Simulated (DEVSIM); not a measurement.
Device: Ge n-i-p diode, at 250 K.

```
layer (left to right)  material  thickness (μm)  Nd (cm⁻³)  Na (cm⁻³)   τn (s)   τp (s)
---------------------  --------  --------------  ---------  ---------  -------  -------
1                            Ge            1.40     1.5e17          -  0.00029  0.00029
2                            Ge            1.60          -     5.4e11  0.00029  0.00029
3                            Ge           0.250          -     2.2e17  0.00029  0.00029
```

Left contact: ohmic. Right contact: ohmic. Voltage is applied to the left contact. Recombination: SRH at mid-gap. Mobility is μmin + (μ − μmin)/(1 + (N/Nref)^α).

The device is made up for the run: typed textbook-type constants, with dimensions and the other settings drawn at random. Values at 300 K; Nc and Nv go as T^1.5, mobilities as T to minus their exponent, the gap by Varshni's rule with the affinity fixed.

```
parameter               Ge
----------------  --------
gap (eV)             0.664
affinity (eV)            4
permittivity            16
Nc (cm⁻³)          1.04e19
Nv (cm⁻³)             6e18
μn (cm²/Vs)           3900
μp (cm²/Vs)           1900
μn,min                 150
μp,min                 100
Nref,n              2.6e17
Nref,p                4e17
αn                    0.56
αp                     0.6
T exponent of μn      1.66
T exponent of μp      2.33
Varshni α (eV/K)  0.000477
Varshni β (K)          235
```

Model (solved in DEVSIM): 1D drift-diffusion, Boltzmann statistics, complete ionisation; no tunnelling, impact ionisation, image-force lowering or self-heating.

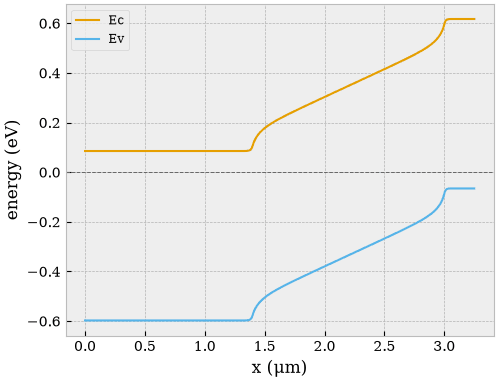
Figure: Band edges at zero bias

Energies count from the Fermi level of the right contact; mesh points crowd at the junctions.

```json
[
 {"x (μm)": "0.000", "Ec (eV)": "0.085", "Ev (eV)": "-0.597", "n (cm⁻³)": "1.5e17", "p (cm⁻³)": "4100000", "field (V/cm)": "≈ 0"},
 {"x (μm)": "0.02983", "Ec (eV)": "0.085", "Ev (eV)": "-0.597", "n (cm⁻³)": "1.5e17", "p (cm⁻³)": "4100000", "field (V/cm)": "≈ 0"},
 {"x (μm)": "0.09078", "Ec (eV)": "0.085", "Ev (eV)": "-0.597", "n (cm⁻³)": "1.5e17", "p (cm⁻³)": "4100000", "field (V/cm)": "≈ 0"},
 {"x (μm)": "0.2294", "Ec (eV)": "0.085", "Ev (eV)": "-0.597", "n (cm⁻³)": "1.5e17", "p (cm⁻³)": "4100000", "field (V/cm)": "≈ 0"},
 {"x (μm)": "0.6834", "Ec (eV)": "0.085", "Ev (eV)": "-0.597", "n (cm⁻³)": "1.5e17", "p (cm⁻³)": "4100000", "field (V/cm)": "≈ 0"},
 {"x (μm)": "1.082", "Ec (eV)": "0.085", "Ev (eV)": "-0.597", "n (cm⁻³)": "1.5e17", "p (cm⁻³)": "4100000", "field (V/cm)": "≈ 0"},
 {"x (μm)": "1.263", "Ec (eV)": "0.085", "Ev (eV)": "-0.597", "n (cm⁻³)": "1.5e17", "p (cm⁻³)": "4100000", "field (V/cm)": "≈ 0"},
 {"x (μm)": "1.369", "Ec (eV)": "0.087", "Ev (eV)": "-0.596", "n (cm⁻³)": "1.4e17", "p (cm⁻³)": "4500000", "field (V/cm)": "1400"},
 {"x (μm)": "1.398", "Ec (eV)": "0.105", "Ev (eV)": "-0.578", "n (cm⁻³)": "6.0e16", "p (cm⁻³)": "1.0e7", "field (V/cm)": "15000"},
 {"x (μm)": "1.426", "Ec (eV)": "0.137", "Ev (eV)": "-0.546", "n (cm⁻³)": "1.4e16", "p (cm⁻³)": "4.6e7", "field (V/cm)": "8400"},
 {"x (μm)": "1.487", "Ec (eV)": "0.172", "Ev (eV)": "-0.510", "n (cm⁻³)": "2.6e15", "p (cm⁻³)": "2.3e8", "field (V/cm)": "4200"},
 {"x (μm)": "1.687", "Ec (eV)": "0.231", "Ev (eV)": "-0.451", "n (cm⁻³)": "1.7e14", "p (cm⁻³)": "3.6e9", "field (V/cm)": "2400"},
 {"x (μm)": "2.037", "Ec (eV)": "0.311", "Ev (eV)": "-0.371", "n (cm⁻³)": "4.2e12", "p (cm⁻³)": "1.5e11", "field (V/cm)": "2200"},
 {"x (μm)": "2.551", "Ec (eV)": "0.427", "Ev (eV)": "-0.256", "n (cm⁻³)": "2.0e10", "p (cm⁻³)": "3.2e13", "field (V/cm)": "2300"},
 {"x (μm)": "2.855", "Ec (eV)": "0.503", "Ev (eV)": "-0.180", "n (cm⁻³)": "5.7e8", "p (cm⁻³)": "1.1e15", "field (V/cm)": "3200"},
 {"x (μm)": "2.948", "Ec (eV)": "0.542", "Ev (eV)": "-0.140", "n (cm⁻³)": "9.2e7", "p (cm⁻³)": "6.7e15", "field (V/cm)": "6200"},
 {"x (μm)": "2.990", "Ec (eV)": "0.580", "Ev (eV)": "-0.103", "n (cm⁻³)": "1.6e7", "p (cm⁻³)": "3.8e16", "field (V/cm)": "14000"},
 {"x (μm)": "3.012", "Ec (eV)": "0.611", "Ev (eV)": "-0.072", "n (cm⁻³)": "3900000", "p (cm⁻³)": "1.6e17", "field (V/cm)": "6900"},
 {"x (μm)": "3.068", "Ec (eV)": "0.617", "Ev (eV)": "-0.065", "n (cm⁻³)": "2800000", "p (cm⁻³)": "2.2e17", "field (V/cm)": "19"},
 {"x (μm)": "3.148", "Ec (eV)": "0.617", "Ev (eV)": "-0.065", "n (cm⁻³)": "2800000", "p (cm⁻³)": "2.2e17", "field (V/cm)": "≈ 0"},
 {"x (μm)": "3.212", "Ec (eV)": "0.617", "Ev (eV)": "-0.065", "n (cm⁻³)": "2800000", "p (cm⁻³)": "2.2e17", "field (V/cm)": "≈ 0"},
 {"x (μm)": "3.250", "Ec (eV)": "0.617", "Ev (eV)": "-0.065", "n (cm⁻³)": "2800000", "p (cm⁻³)": "2.2e17", "field (V/cm)": "≈ 0"}
]
```
